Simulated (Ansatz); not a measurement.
**Debugging a many-body input for BaWO4 (I4_1/a)**

What is wrong with this input for BaWO4 (I4_1/a)?

Calculated with Ansatz 0.2.0; G0W0 on r2SCAN, plane waves, PAW.

## Step 1: Set-up

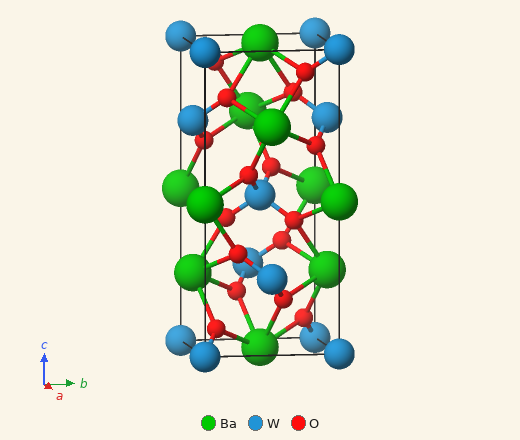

The cell as given, slightly off an axis (barium green, tungsten blue, oxygen red). This picture shows the conventional cell, with its axes. Bonds to atoms that aren't drawn are left out. Some periodic images of atoms are drawn too.

The cell and positions are those that the Materials Project relaxed with its own functionals (PBE, PBE+U or r2SCAN), kept fixed. Spin-orbit coupling is left out unless a step names it. The default PAW set here is soft_2. Its files were made with PBE.

## Step 2: First try

File input.yaml:

```yaml
crystal:
  lattice:
    - [-2.833365905, 2.833365905, 6.36926687]
    - [2.833365905, -2.833365905, 6.36926687]
    - [2.833365905, 2.833365905, -6.36926687]
  atoms:
    - { symbol: Ba, position: [0.25, 0.75, 0.5] }
    - { symbol: Ba, position: [0.5, 0.5, 0.0] }
    - { symbol: W, position: [0.75, 0.25, 0.5] }
    - { symbol: W, position: [0.0, 0.0, 0.0] }
    - { symbol: O, position: [0.15214477, 0.04689186, 0.35623995] }
    - { symbol: O, position: [0.69065191, 0.79590482, 0.64376005] }
    - { symbol: O, position: [0.05934809, 0.45409518, 0.85623995] }
    - { symbol: O, position: [0.54590482, 0.40214477, 0.60525291] }
    - { symbol: O, position: [0.20409518, 0.84785523, 0.89474709] }
    - { symbol: O, position: [0.95310814, 0.30934809, 0.10525291] }
    - { symbol: O, position: [0.79689186, 0.94065191, 0.39474709] }
    - { symbol: O, position: [0.59785523, 0.20310814, 0.14376005] }
kpoints:
  mp_grid: { grid: [4, 4, 4] }
hamiltonian:
  xc: r2scan
scf:
  occupations: { method: fixed }
gw:
  n_empty_bands: 4
  ecut_chi: 60
  qp_bands: [v1, c9]
  qp_kpoints: band_edges
  screening: { model: contour_deformation }
```

Run with:

```sh
$ ansatz run input.yaml --threads 3 --pin off --max-ram 92160MiB --backend cpu --events-out ev --progress --plain --runs-dir out
```

Numbers of over 12 decimals in the logs are rounded to 6 here.

The program printed:

```text
Error: invalid value for `gw.qp_bands`: [v1, c9] must end among the 52 bands that are solved (gw.n_empty_bands), of which c4 is the highest
```

Wall time 0.19 s (3 threads of AMD EPYC 7R13 (Zen 3), shared host); peak memory 0.12 GiB.

**Diagnosis.**

The program refused the input before any cycle.

The program's message: “Error: invalid value for `gw.qp_bands`: [v1, c9] must end among the 52 bands that are solved (gw.n_empty_bands), of which c4 is the highest”

The fault: window above the summed bands. Levels can be corrected only among the bands that are solved.

## Step 3: A better input

Now the one-shot GW correction: screening in the RPA, then the self-energy of the levels asked for.

input.yaml: that of step 2 with these lines changed.

```diff
@@ -25,5 +25,5 @@
 gw:
-  n_empty_bands: 4
-  ecut_chi: 60
-  qp_bands: [v1, c9]
+  n_empty_bands: 169
+  ecut_chi: 51
+  qp_bands: [v4, c4]
   qp_kpoints: band_edges
```

Run with:

```sh
$ ansatz run input.yaml --threads 3 --pin off --max-ram 92160MiB --backend cuda --events-out ev --progress --plain --runs-dir out --devices 1 --max-vram 13GiB
```

The program printed:

```text
GPUs: using 1 of 1 available (devices: 1).
[...]
device memory: the entry about to start is reckoned to put 4.1 GiB on a device that reports 29.5 GiB free (of which the cap on the GPU budget leaves the run 13.0 GiB)
GPU FFT provider: cuFFT
GPU libraries: cuBLAS 13.8.2, cuFFT 12.4.0, cuSOLVER 12.3.4
Crystal: 12 atoms, lattice volume = 204.529 Å³
Basis set: ecut = 500 eV, 5199 PW (Γ), exchange–correlation on 240×240×240 points (64 copies of the dense FFT grid, shifted against one another)
Bands: 60, of which v1, the nominal top of the filled ones, is band 48 counted from 1 (47 counted from 0)
Symmetry: 8 space group operations
[...]
k-points: 14 of 64
[...]
GPU buffer pool allocated for 216000 grid points (all kernels)
GPU transforms: local potential and band sums: pruned to the plane-wave sphere, on 60×60×60
[...]
0    45      4.9325   -25.1298     4.3758   -20.4370  0.7759     4.6143     4.6155  root
     0    46      5.1585   -25.3120     4.4503   -20.5867  0.7739     4.8827     4.8836  root
     0    47      5.4008   -25.6430     4.4325   -20.9717  0.7753     5.1613     5.1620  root
     0    48      5.4008   -25.6430     4.4325   -20.9717  0.7753     5.1613     5.1620  root
     0    49     10.5816   -14.9012    -3.5628   -20.3659  0.8199    12.5174    12.4834  root
     0    50     10.7838   -15.0018    -3.5267   -20.4572  0.8203    12.7473    12.7124  root
     0    51     10.9734   -15.7189    -3.4539   -21.2128  0.8120    13.0551    13.0134  root
     0    52     11.1209   -16.2398    -3.4515   -21.7803  0.8118    13.2538    13.2100  root
[...]
13    49     10.5588   -14.1498    -3.4683   -19.4473  0.8243    12.4176    12.3879  root
    13    50     10.5588   -14.1498    -3.4683   -19.4473  0.8243    12.4176    12.3879  root
    13    51     10.8363   -15.3988    -3.5174   -20.8881  0.8173    12.8455    12.8082  root
    13    52     10.8363   -15.3988    -3.5174   -20.8881  0.8173    12.8455    12.8082  root
[key lines of the parts left out:]
SCF converged after 7 iterations
Free energy (F): -37285.866444 eV
Fermi energy:    5.400793 eV
```

The job ended after 53 s (1 × NVIDIA H100 80GB HBM3 (shared by 6 runs) with 3 threads; peak memory 2 GiB).

The column dr2 measures how far the density is from self-consistency, as an energy; F and HF (Harris–Foulkes) agree once it is small.

This step gave:

```yaml
bands_summed: 217
rpa_eps_infinity_on_this_mesh_eigenvalues: 3.058, 3.060, 3.060
plane_waves_in_the_screening_matrix: 187
q_points_in_the_mesh: 64
g0w0_gap_on_the_mesh: 7.226 eV
k_of_the_valence_top: 0, 0, 0
k_of_the_conduction_bottom: -0.5, -0.5, -0.5
starting_gap_on_the_mesh: 5.158 eV
z_at_the_valence_top: 0.7753
z_at_the_conduction_bottom: 0.8243
least_direct_g0w0_gap_on_the_computed_points: 7.321 eV
```

The gap on the mesh goes from 5.16 eV to 7.23 eV, a correction of +2.07 eV. Between the two edge states, bare exchange in place of the xc potential would open the gap by 9.97 eV, and correlation takes back 7.90 eV.

## Step 4: Results

```
first try  : refused after 0.19 s
better run : G0W0 gap on the mesh 7.23 eV (4×4×4 mesh, 169 empty bands, screening to 51 eV)
```

**Reading.** The second run differs in: empty bands, screening cutoff (eV) and levels asked. Bands and cutoff are finite, so the gap is not at the basis limit. The miss can reach some tenths of an eV and take either sign; the mesh is an error of its own. The many-body steps are scalar-relativistic: spin-orbit coupling is not in them.

[Paths, hosts, dates, memory and timing lines, banners, echoed tables and standing remarks are left out of the program output.]

[Logs are printed without paths, hosts, clocks, repeated set-up lines and the standing remarks that a program may print on its own settings, such as how far it seeks lower states.]

[Runs of the session that timed out or met a known fault of the program may be left out.]

[Cells called generated may have been cut or substituted from an entry of the Crystallography Open Database or the Materials Project.]

[Hosts, paths, dates, database ids (printed as entryN), source tags and the programs' standing remarks are cut or masked in the printed files.]
